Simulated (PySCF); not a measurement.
# C₅H₄ClFN₂O: a tour of settings, part 1 of 2

Aim: see how C₅H₄ClFN₂O (`CC(=O)n1c(F)cnc1Cl`) answers to the choice of functional, basis, grid and SCF options.

Computed with PySCF 2.14.0, with density-fitted response routines of our own, on a single molecule in the gas phase. Atoms count from 0, in the outputs and in this text.

### Step 1. The molecule as given

14 atoms, charge 0, multiplicity 1; geometry from: GFN2-xTB.

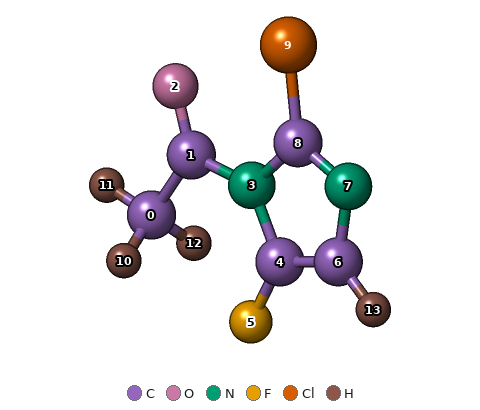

The starting geometry (carbon purple, oxygen pink, nitrogen teal, fluorine amber, chlorine orange, hydrogen brown), atoms numbered.

### Step 2. Shielding tensors: PBE0/pcSseg-1

The job: settings as JSON, then the geometry in Å.

```
{"job": {"kind": "nmr", "xc": "PBE0", "basis": "pcSseg-1"}, "charge": 0, "multiplicity": 1}
C     -1.952272    -0.792029     0.103703
C     -1.217853     0.473703    -0.208285
O     -1.738147     1.501028    -0.529150
N      0.196416     0.389084    -0.099205
C      1.006246    -0.684086     0.249160
F      0.506693    -1.878431     0.552128
C      2.297029    -0.280331     0.214457
N      2.339372     1.036921    -0.150215
C      1.115296     1.412580    -0.329045
Cl     0.669082     2.963824    -0.789002
H     -1.748657    -1.114216     1.122943
H     -3.016884    -0.607585    -0.011918
H     -1.647445    -1.590382    -0.570026
H      3.190446    -0.830553     0.422290
```

Level: GIAO PBE0/pcSseg-1 NMR shielding, non-relativistic, gas phase.

Command:

```console
$ OMP_NUM_THREADS=1 python probes_run.py task.json out
```

This one command runs all jobs of the session in turn.

Output:

```text
coarse grid: 13832 points
cycle   1  E = -936.6460088115  dE =  2.254e+00  |g| = 1.061e+00  |ddm| = 3.725e+00
cycle   2  E = -935.7515367821  dE =  8.945e-01  |g| = 2.395e+00  |ddm| = 2.724e+00
cycle   3  E = -936.8680702634  dE = -1.117e+00  |g| = 2.001e-01  |ddm| = 2.061e+00
cycle   4  E = -936.8731233793  dE = -5.053e-03  |g| = 1.244e-01  |ddm| = 1.986e-01
cycle   5  E = -936.8758072486  dE = -2.684e-03  |g| = 3.035e-02  |ddm| = 8.882e-02
cycle   6  E = -936.8759863949  dE = -1.791e-04  |g| = 1.036e-02  |ddm| = 2.685e-02
cycle   7  E = -936.8760067191  dE = -2.032e-05  |g| = 3.037e-03  |ddm| = 9.245e-03
cycle   8  E = -936.8760085430  dE = -1.824e-06  |g| = 9.288e-04  |ddm| = 2.688e-03
final grid: 134072 points
cycle   9  E = -936.9484813555  dE = -3.539e-05  |g| = 1.275e-02  |ddm| = 3.365e-02
cycle  10  E = -936.9483972046  dE =  8.415e-05  |g| = 2.464e-02  |ddm| = 2.606e-02
cycle  11  E = -936.9485122972  dE = -1.151e-04  |g| = 2.118e-03  |ddm| = 1.803e-02
cycle  12  E = -936.9485131108  dE = -8.135e-07  |g| = 6.271e-04  |ddm| = 1.851e-03
cycle  13  E = -936.9485131826  dE = -7.182e-08  |g| = 2.416e-04  |ddm| = 7.016e-04
cycle  14  E = -936.9485131951  dE = -1.251e-08  |g| = 6.389e-05  |ddm| = 2.326e-04
cycle  15  E = -936.9485131958  dE = -7.346e-10  |g| = 2.370e-05  |ddm| = 5.735e-05
converged SCF energy = -936.9485131958

GIAO shielding tensors (ppm)
atom      isotropic    diamagn.    paramagn.     s11        s22        s33       span
  0 C      159.710     251.412     -91.702    140.004    152.146    186.980     46.976
  1 C       17.630     245.373    -227.743   -100.701     71.374     82.218    182.919
  2 O     -195.710     398.337    -594.047   -622.008   -290.491    325.369    947.378
  3 N       47.807     341.463    -293.656    -56.763     50.419    149.764    206.527
  4 C       32.174     249.441    -217.267    -29.389     56.283     69.629     99.019
  5 F      319.005     474.818    -155.813    270.778    290.809    395.428    124.649
  6 C       73.078     257.201    -184.123     22.621     63.633    132.981    110.361
  7 N      -31.269     331.876    -363.145   -235.664    -86.233    228.091    463.756
  8 C       50.937     248.939    -198.003    -31.702     79.402    105.110    136.813
  9 Cl     700.634    1145.189    -444.554    483.341    642.440    976.122    492.781
 10 H       29.075      29.894      -0.819     24.956     29.414     32.854      7.898
 11 H       29.342      27.372       1.970     24.945     27.813     35.268     10.323
 12 H       29.069      29.886      -0.817     24.940     29.421     32.845      7.905
 13 H       25.063      30.682      -5.619     21.834     25.533     27.823      5.988
```

Wall time 22 s (1 thread of Intel Xeon 6975P-C, shared host); peak memory 0.85 GiB.

Shifts follow as δ = σ(reference) − σ, with reference shieldings (ppm) from runs at the same level and on the same kind of geometry: ¹H TMS 31.72, ¹³C TMS 186.9, ¹⁹F CFCl3 170.9, ¹⁵N NH3 267.7, ¹⁷O H2O 336.1, ³⁵Cl HCl 950. The references are single molecules in the gas phase, so shifts against H2O, NH3, PH3, H3PO4 or CFCl3 are not on the usual liquid scales and can be off by tens of ppm. Atoms listed in one row are averaged.

| atoms | environment | σ (ppm) | δ (ppm) | δ scaled to CDCl3 |
| --- | --- | --- | --- | --- |
| C1 | amide carbonyl carbon | 17.6 | 169.3 | 163.3 |
| C4 | aromatic carbon bearing fluorine | 32.2 | 154.8 | 149.1 |
| C8 | aromatic carbon bearing chlorine | 50.9 | 136.0 | 130.8 |
| C6 | aromatic CH next to a ring nitrogen | 73.1 | 113.8 | 109.2 |
| C0 | methyl carbon α to a carbonyl | 159.7 | 27.2 | 24.6 |
| H13 | hydrogen on an aromatic CH next to a ring nitrogen | 25.06 | 6.65 | 6.38 |
| H10, H11, H12 | hydrogen on a methyl carbon α to a carbonyl | 29.16 | 2.56 | 2.51 |
| O2 | amide-type carbonyl oxygen | -195.7 | 531.8 | – |
| N7 | pyridine-type nitrogen of an azole | -31.3 | 299.0 | – |
| N3 | pyrrole-type ring nitrogen | 47.8 | 219.9 | – |
| F5 | aryl fluorine | 319.0 | -148.1 | – |
| Cl9 | chlorine bonded to C | 701 | 249 | – |

The scaled column applies a straight-line fit of computed shieldings to shifts measured in CDCl3, with any fitted terms for Cl, Br or S neighbours; 19F shifts take a fit of their own (root-mean-square error 0.16 ppm for H, 1.9 ppm for C).

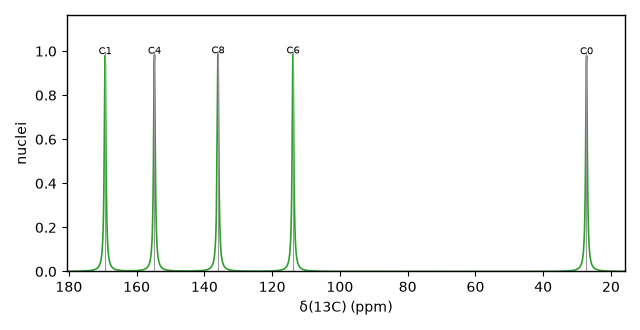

¹³C lines at the computed shifts, without couplings. Lines are broadened to a width of 0.57 ppm (Lorentzian).

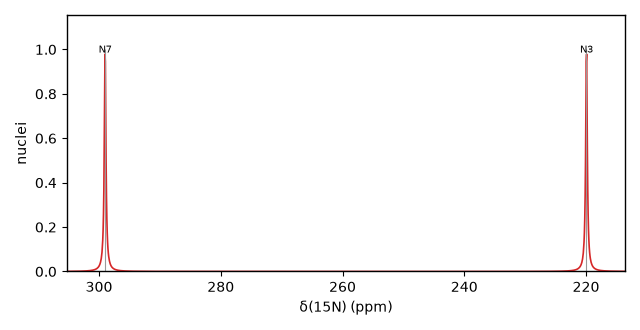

¹⁵N lines at the computed shifts, without couplings. Lines are broadened to a width of 0.32 ppm (Lorentzian).

Charges from the same density, by scheme (e):

| atoms | Mulliken | IAO | Hirshfeld | ESP fit |
| --- | --- | --- | --- | --- |
| C0 | -0.27 | -0.48 | -0.13 | -0.56 |
| C1 | 0.42 | 0.46 | 0.21 | 0.55 |
| O2 | -0.34 | -0.40 | -0.22 | -0.46 |
| N3 | -0.70 | -0.16 | -0.03 | 0.17 |
| C4 | 0.47 | 0.30 | 0.11 | -0.05 |
| F5 | -0.25 | -0.24 | -0.04 | -0.12 |
| C6 | 0.01 | -0.13 | -0.05 | 0.11 |
| N7 | -0.40 | -0.30 | -0.20 | -0.46 |
| C8 | 0.46 | 0.15 | 0.10 | 0.11 |
| Cl9 | 0.01 | 0.07 | 0.02 | 0.02 |

ESP fit charges:

C0 -0.56; C1 0.55; O2 -0.46; N3 0.17; C4 -0.05; F5 -0.12; C6 0.11; N7 -0.46; C8 0.11; Cl9 0.02; H10 0.18; H11 0.18; H12 0.18; H13 0.14

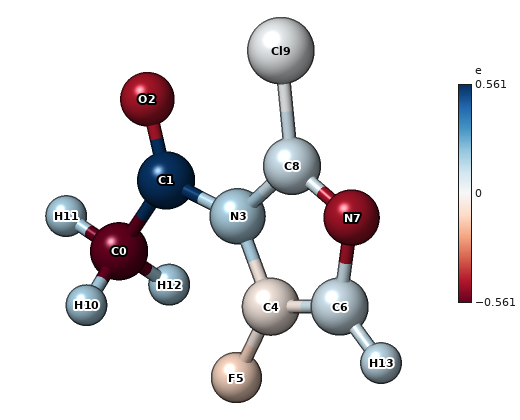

ESP fit charges, as colours on the atoms.

Mayer bond orders: C0–C1 1.04, C1–O2 2.05, C1–N3 0.87, N3–C4 1.05, C4–F5 0.98, C4–C6 1.61, C6–N7 1.25, N7–C8 1.64, C8–Cl9 1.11, C8–N3 1.02.

Ring of atoms N3, C4, C6, N7, C8: NICS(0) -12.7, NICS(1) -8.9, NICS(1)zz -20.6 ppm (means of both faces).

### Step 3. Excited states and response: PBE0/def2-SVPD

The job, as its differences from that of step 2:

```diff
@@ -1,2 +1,2 @@
-{"job": {"kind": "nmr", "xc": "PBE0", "basis": "pcSseg-1"}, "charge": 0, "multiplicity": 1}
+{"job": {"kind": "uv", "xc": "PBE0", "basis": "def2-SVPD", "nstates": 6, "ntriplets": 2}, "charge": 0, "multiplicity": 1}
 C     -1.952272    -0.792029     0.103703
```

With the program's defaults for keys left out, this is: TDDFT PBE0/def2-SVPD, vertical, gas phase, core orbitals frozen in the response.

Output:

```text
coarse grid: 13832 points
cycle   1  E = -936.2232549142  dE =  2.167e+00  |g| = 1.023e+00  |ddm| = 6.592e+00
cycle   2  E = -935.3440525173  dE =  8.792e-01  |g| = 2.340e+00  |ddm| = 4.881e+00
cycle   3  E = -936.4385920144  dE = -1.095e+00  |g| = 1.868e-01  |ddm| = 3.490e+00
cycle   4  E = -936.4431632381  dE = -4.571e-03  |g| = 1.165e-01  |ddm| = 3.907e-01
cycle   5  E = -936.4456286335  dE = -2.465e-03  |g| = 3.042e-02  |ddm| = 1.775e-01
cycle   6  E = -936.4458179517  dE = -1.893e-04  |g| = 9.530e-03  |ddm| = 6.465e-02
cycle   7  E = -936.4458356975  dE = -1.775e-05  |g| = 2.895e-03  |ddm| = 1.962e-02
cycle   8  E = -936.4458374370  dE = -1.740e-06  |g| = 8.783e-04  |ddm| = 5.848e-03
final grid: 134072 points
cycle   9  E = -936.5575834682  dE = -3.138e-05  |g| = 1.181e-02  |ddm| = 1.459e-01
cycle  10  E = -936.5575067404  dE =  7.673e-05  |g| = 2.300e-02  |ddm| = 4.792e-02
cycle  11  E = -936.5576116814  dE = -1.049e-04  |g| = 1.885e-03  |ddm| = 2.840e-02
cycle  12  E = -936.5576124094  dE = -7.279e-07  |g| = 4.868e-04  |ddm| = 3.955e-03
cycle  13  E = -936.5576124544  dE = -4.504e-08  |g| = 2.021e-04  |ddm| = 1.194e-03
cycle  14  E = -936.5576124633  dE = -8.909e-09  |g| = 6.271e-05  |ddm| = 5.242e-04
cycle  15  E = -936.5576124641  dE = -7.435e-10  |g| = 2.193e-05  |ddm| = 1.518e-04
converged SCF energy = -936.5576124641

Static polarisability (au): isotropic 86.711, principal 54.808 99.844 105.480

Singlet excitations
state   eV       nm        f      main configurations
  1   4.4854    276.4   0.05101   H->L 0.99
  2   4.7629    260.3   0.00104   H-1->L 0.92
  3   5.6932    217.8   0.00114   H-2->L 0.94
  4   6.0797    203.9   0.01033   H->L+1 0.94
  5   6.4333    192.7   0.07899   H-3->L 0.70, H->L+2 0.20
  6   6.6614    186.1   0.00003   H-4->L 0.86

Triplet excitations (Tamm-Dancoff, eV): 3.4269 4.2734
```

It took 34 s on 1 thread of Intel Xeon 6975P-C, shared host; peak memory 1 GiB.

Frontier orbitals and where they lie:

| orbital | eV | atoms |
| --- | --- | --- |
| HOMO−3 | -9.20 | N7 28 %, N3 25 %, C6 15 % |
| HOMO−2 | -8.79 | N7 59 %, C6 10 %, Cl9 9 % |
| HOMO−1 | -8.40 | O2 48 %, Cl9 20 %, C0 7 % |
| HOMO | -7.09 | C4 22 %, C6 20 %, Cl9 17 % |
| LUMO | -1.69 | C1 25 %, O2 23 %, C8 10 % |
| LUMO+1 | 0.15 | C4 21 %, C0 14 %, C1 12 % |
| LUMO+2 | 0.72 | C8 20 %, N7 18 %, N3 14 % |

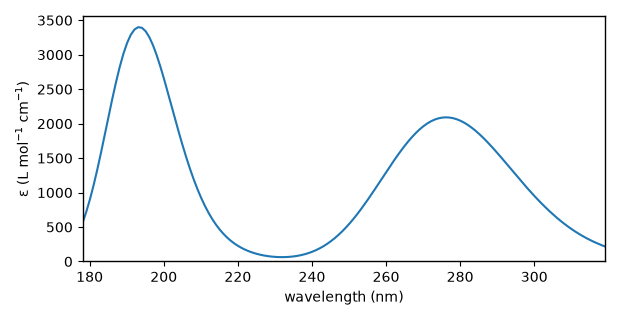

Absorption spectrum: each of the 6 states is a Gaussian band of 0.4 eV half-width at 1/e. Beyond the last state computed it falls off for lack of states.

Further results of this job:

| property | computed |
| --- | --- |
| dipole moment (D) | 3.57 |
| polarisability (Å³) | 12.85 |
| HOMO–LUMO gap (eV) | 5.39 |
| −ε(HOMO) (eV) | 7.09 |

### Step 4. Indirect couplings: PW91/6-31++G**

The job, as its differences from that of step 3:

```diff
@@ -1,2 +1,2 @@
-{"job": {"kind": "uv", "xc": "PBE0", "basis": "def2-SVPD", "nstates": 6, "ntriplets": 2}, "charge": 0, "multiplicity": 1}
+{"job": {"kind": "j", "xc": "PW91", "basis": "6-31++G**", "grid": 3, "scf": {"guess": "sap"}}, "charge": 0, "multiplicity": 1}
 C     -1.952272    -0.792029     0.103703
```

Method: PW91/6-31++G** indirect spin-spin coupling, non-relativistic, gas phase.

Output:

```text
final grid: 184856 points
cycle   1  E = -808.9080765354  dE =  1.197e+02  |g| = 1.303e+01  |ddm| = 6.030e+03
cycle   2  E = -627.8400155439  dE =  1.811e+02  |g| = 1.934e+01  |ddm| = 6.001e+03
cycle   3  E = -913.6604997369  dE = -2.858e+02  |g| = 6.980e+00  |ddm| = 6.135e+01
cycle   4  E = -889.0040570856  dE =  2.466e+01  |g| = 1.078e+01  |ddm| = 1.635e+02
cycle   5  E = -922.9291843250  dE = -3.393e+01  |g| = 5.078e+00  |ddm| = 1.771e+02
cycle   6  E = -899.9555418042  dE =  2.297e+01  |g| = 9.086e+00  |ddm| = 6.393e+01
cycle   7  E = -935.5361759882  dE = -3.558e+01  |g| = 2.762e+00  |ddm| = 6.559e+01
cycle   8  E = -933.8605997591  dE =  1.676e+00  |g| = 3.284e+00  |ddm| = 6.144e+00
cycle   9  E = -937.1070832551  dE = -3.246e+00  |g| = 1.290e+00  |ddm| = 4.987e+00
cycle  10  E = -937.3749510203  dE = -2.679e-01  |g| = 7.778e-01  |ddm| = 3.312e+00
cycle  11  E = -937.4945448176  dE = -1.196e-01  |g| = 3.208e-01  |ddm| = 2.004e+00
cycle  12  E = -937.5146578688  dE = -2.011e-02  |g| = 1.287e-01  |ddm| = 6.329e-01
cycle  13  E = -937.5185196124  dE = -3.862e-03  |g| = 3.544e-02  |ddm| = 2.418e-01
cycle  14  E = -937.5187441472  dE = -2.245e-04  |g| = 1.871e-02  |ddm| = 6.376e-02
cycle  15  E = -937.5188174908  dE = -7.334e-05  |g| = 5.224e-03  |ddm| = 3.576e-02
cycle  16  E = -937.5188234302  dE = -5.939e-06  |g| = 1.937e-03  |ddm| = 1.222e-02
cycle  17  E = -937.5188241198  dE = -6.897e-07  |g| = 9.398e-04  |ddm| = 4.711e-03
cycle  18  E = -937.5188243298  dE = -2.100e-07  |g| = 2.326e-04  |ddm| = 2.248e-03
cycle  19  E = -937.5188243425  dE = -1.263e-08  |g| = 5.633e-05  |ddm| = 4.545e-04
cycle  20  E = -937.5188243431  dE = -6.389e-10  |g| = 2.806e-05  |ddm| = 1.225e-04
converged SCF energy = -937.5188243431

Indirect spin-spin couplings (Hz)
  i      j    bonds     total        FC       PSO       DSO        SD
  0 C    5 F    4      9.099     9.778    -0.789     0.248    -0.138
  0 C   10 H    1    143.743   142.016     0.865     0.862         -
  0 C   11 H    1    147.247   145.687     0.788     0.772         -
  0 C   12 H    1    143.744   142.018     0.864     0.862         -
  1 C    5 F    3     -4.558    -4.257    -0.214     0.142    -0.228
  1 C   10 H    2     -4.089    -4.177    -0.103     0.191         -
  1 C   11 H    2     -5.273    -5.035    -0.360     0.121         -
  1 C   12 H    2     -4.076    -4.164    -0.103     0.191         -
  1 C   13 H    4      0.211     0.298     0.255    -0.342         -
  2 O    5 F    4     -2.503    -0.517    -1.511     0.159    -0.634
  2 O   10 H    3     -1.852    -2.242     0.170     0.220         -
  2 O   11 H    3     -0.783    -1.379     0.615    -0.019         -
  2 O   12 H    3     -1.853    -2.243     0.170     0.220         -
  3 N    5 F    2     -2.179    -8.564     6.804    -0.034    -0.385
  3 N   10 H    3      0.403     0.406     0.089    -0.092         -
  3 N   11 H    3     -2.120    -2.177    -0.066     0.123         -
  3 N   12 H    3      0.406     0.408     0.090    -0.092         -
  3 N   13 H    3     -1.089    -1.186    -0.096     0.192         -
  4 C    5 F    1   -260.280  -260.176    -2.758     1.248     1.406
  4 C   13 H    2      7.979     8.966    -0.745    -0.242         -
  5 F    6 C    2      4.708    16.611   -17.100    -0.125     5.322
  5 F    7 N    3      8.632     5.195     2.851     0.152     0.434
  5 F    8 C    3     11.823    12.083    -3.625    -0.285     3.650
  5 F   10 H    5      8.879     8.834    -1.659     1.582     0.122
  5 F   11 H    5     12.420    12.709     0.599    -0.951     0.063
  5 F   12 H    5      8.930     8.890    -1.673     1.589     0.125
  5 F   13 H    3     -9.234    -6.156    -2.186    -0.506    -0.386
  6 C   13 H    1    200.860   199.783    -0.042     1.119         -
  7 N   13 H    2     -8.443    -9.004     0.454     0.107         -
  8 C   10 H    4     -0.186    -0.172     0.148    -0.162         -
  8 C   11 H    4      1.344     1.407     0.204    -0.267         -
  8 C   12 H    4     -0.188    -0.173     0.149    -0.163         -
  8 C   13 H    3     13.090    13.156     0.460    -0.526         -
 10 H   11 H    2    -14.218   -13.788     1.874    -2.304         -
 10 H   12 H    2    -18.466   -18.289     1.730    -1.907         -
 10 H   13 H    6     -0.274    -0.003     0.601    -0.872         -
 11 H   12 H    2    -14.231   -13.802     1.873    -2.302         -
 11 H   13 H    6     -0.341     0.030     0.832    -1.203         -
 12 H   13 H    6     -0.274    -0.002     0.602    -0.874         -
```

Run time: 53 s. Hardware: 1 thread of Intel Xeon 6975P-C, shared host; peak memory 0.75 GiB.

The basis is not made for couplings: without tight functions at the nuclei these values are rough.

Beyond four bonds or across contacts, the largest of 1 Hz or more: F5–H11 12.4 Hz, F5–H12 8.9 Hz, F5–H10 8.9 Hz.

Couplings of 1 Hz or more over one to four bonds, nine at most for each number, with means over like pairs (isotopes 13C, 19F, 1H, 15N, 17O):

| pair | bonds | J (Hz) | Fermi contact (Hz) | dihedral (°) |
| --- | --- | --- | --- | --- |
| C4–F5 | 1 | -260.3 | -260.2 | – |
| C6–H13 | 1 | 200.9 | 199.8 | – |
| C0–H10 | 1 | 144.9 | 143.2 | – |
| H10–H11 | 2 | -15.6 | -15.3 | – |
| N7–H13 | 2 | -8.4 | -9.0 | – |
| C4–H13 | 2 | 8.0 | 9.0 | – |
| F5–C6 | 2 | 4.7 | 16.6 | – |
| C1–H10 | 2 | -4.5 | -4.5 | – |
| N3–F5 | 2 | -2.2 | -8.6 | – |
| C8–H13 | 3 | 13.1 | 13.2 | -180 |
| F5–C8 | 3 | 11.8 | 12.1 | 180 |
| F5–H13 | 3 | -9.2 | -6.2 | 0 |
| F5–N7 | 3 | 8.6 | 5.2 | -180 |
| C1–F5 | 3 | -4.6 | -4.3 | 0 |
| O2–H10 | 3 | -1.5 | -2.0 | – |
| N3–H13 | 3 | -1.1 | -1.2 | 180 |
| C0–F5 | 4 | 9.1 | 9.8 | – |
| O2–F5 | 4 | -2.5 | -0.5 | – |

The spin-dipole term was solved for some atoms only; pairs without it lack that part.

The response was solved for the nuclei of F, H alone, so couplings that need other nuclei can be missing.

Quadrupole couplings from the field gradients of the same density:

```
atom  isotope  eQq/h (MHz)     η
 Cl9     35Cl        -74.6  0.17
  O2      17O         10.0  0.22
  N7      14N       -3.626  0.15
  N3      14N       -2.854  0.11
```

Shifts (PBE0/pcSseg-1, unscaled) and these couplings together give the proton spectrum at 400 MHz below. Couplings to quadrupolar nuclei are left out.

¹H NMR δ 6.65 (d, J = 9.2 Hz, 1H), 2.56 (d, J = 10.1 Hz, 3H).

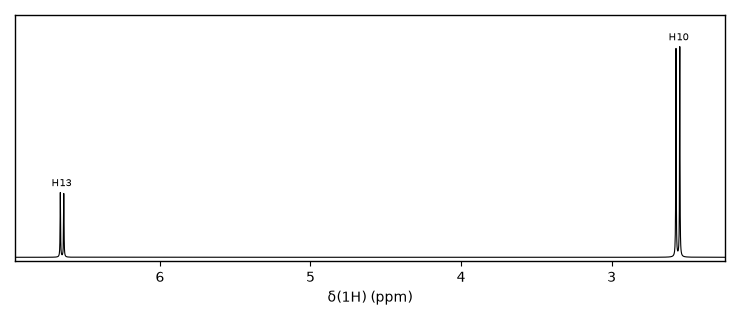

Simulated proton spectrum at 400 MHz, by exact diagonalisation of each spin system; lines 1.2 Hz wide, exchangeable protons uncoupled.

### Step 5. Ultraviolet spectrum: BHandHLYP/6-31++G**

The job, as its differences from that of step 4:

```diff
@@ -1,2 +1,2 @@
-{"job": {"kind": "j", "xc": "PW91", "basis": "6-31++G**", "grid": 3, "scf": {"guess": "sap"}}, "charge": 0, "multiplicity": 1}
+{"job": {"kind": "uv", "xc": "BHandHLYP", "basis": "6-31++G**", "nstates": 25, "ntriplets": 5, "tda": false}, "charge": 0, "multiplicity": 1}
 C     -1.952272    -0.792029     0.103703
```

Method: TDDFT BHandHLYP/6-31++G**, vertical, gas phase, core orbitals frozen in the response.

Output:

```text
coarse grid: 13832 points
cycle   1  E = -937.2203031995  dE =  2.598e+00  |g| = 1.053e+00  |ddm| = 5.024e+00
cycle   2  E = -936.8571066234  dE =  3.632e-01  |g| = 1.762e+00  |ddm| = 4.515e+00
cycle   3  E = -937.4659295924  dE = -6.088e-01  |g| = 1.257e-01  |ddm| = 2.976e+00
cycle   4  E = -937.4682076767  dE = -2.278e-03  |g| = 8.283e-02  |ddm| = 2.592e-01
cycle   5  E = -937.4695606060  dE = -1.353e-03  |g| = 1.461e-02  |ddm| = 1.170e-01
cycle   6  E = -937.4696051543  dE = -4.455e-05  |g| = 6.123e-03  |ddm| = 2.827e-02
cycle   7  E = -937.4696146047  dE = -9.450e-06  |g| = 2.131e-03  |ddm| = 1.293e-02
final grid: 134072 points
cycle   8  E = -937.4220503038  dE = -1.273e-05  |g| = 3.674e-03  |ddm| = 8.547e-02
cycle   9  E = -937.4220485363  dE =  1.768e-06  |g| = 4.843e-03  |ddm| = 1.523e-02
cycle  10  E = -937.4220535263  dE = -4.990e-06  |g| = 6.008e-04  |ddm| = 8.444e-03
cycle  11  E = -937.4220536034  dE = -7.708e-08  |g| = 1.936e-04  |ddm| = 9.805e-04
cycle  12  E = -937.4220536113  dE = -7.923e-09  |g| = 7.778e-05  |ddm| = 4.975e-04
cycle  13  E = -937.4220536128  dE = -1.500e-09  |g| = 1.881e-05  |ddm| = 1.259e-04
cycle  14  E = -937.4220536129  dE = -1.019e-10  |g| = 9.019e-06  |ddm| = 5.607e-05
converged SCF energy = -937.4220536129

Static polarisability (au): isotropic 79.433, principal 49.572 90.424 98.302

Singlet excitations
state   eV       nm        f      main configurations
  1   5.1836    239.2   0.00114   H-1->L 0.76, H-4->L 0.12
  2   5.2099    238.0   0.08812   H->L 0.98
  3   6.0251    205.8   0.01658   H->L+1 0.77
  4   6.6056    187.7   0.00187   H-3->L 0.76, H-3->L+8 0.09
  5   6.8342    181.4   0.00181   H->L+2 0.34, H->L+4 0.33
  6   6.9993    177.1   0.06266   H-2->L 0.62, H->L+8 0.21
  7   7.0403    176.1   0.00353   H->L+2 0.38, H->L+4 0.32, H->L+5 0.10
  8   7.1441    173.5   0.00029   H->L+7 0.28, H->L+5 0.20, H->L+6 0.16
  9   7.2066    172.0   0.08813   H->L+3 0.78, H-2->L 0.12
 10   7.5341    164.6   0.24029   H->L+8 0.52, H->L+9 0.19, H-2->L 0.08
 11   7.5469    164.3   0.00149   H->L+6 0.36, H->L+5 0.25, H->L+10 0.10
 12   7.6627    161.8   0.00005   H-4->L 0.63, H-1->L 0.15
 13   7.8700    157.5   0.25030   H->L+9 0.71, H-2->L 0.09
 14   7.9969    155.0   0.03066   H-1->L+1 0.78, H-1->L+4 0.13
 15   8.1747    151.7   0.00179   H->L+7 0.48, H->L+5 0.21, H->L+6 0.16
 16   8.2851    149.6   0.00027   H-2->L+1 0.59, H->L+12 0.09
 17   8.3361    148.7   0.00273   H->L+12 0.51, H->L+6 0.14, H-2->L+1 0.12
 18   8.3880    147.8   0.00041   H->L+10 0.68, H->L+12 0.09
 19   8.4066    147.5   0.00410   H-1->L+6 0.18, H-1->L+4 0.15, H->L+11 0.10
 20   8.4387    146.9   0.02546   H->L+11 0.57
 21   8.4998    145.9   0.00708   H-5->L 0.84
 22   8.5217    145.5   0.00413   H-3->L+8 0.38, H-3->L+9 0.10, H-3->L+11 0.10
 23   8.5927    144.3   0.02075   H-3->L+1 0.61, H-3->L+2 0.12
 24   8.9330    138.8   0.00136   H->L+14 0.61
 25   8.9949    137.8   0.00169   H->L+13 0.63

Triplet excitations (Tamm-Dancoff, eV): 3.6593 4.6828 5.2831 5.6671 5.8203
```

Run time: 50 s. Hardware: 1 thread of Intel Xeon 6975P-C, shared host; peak memory 0.96 GiB.

Key values: HOMO -8.01 eV, LUMO -0.48 eV; lowest singlet 5.18 eV.

(Continued in part 2 of 2.)
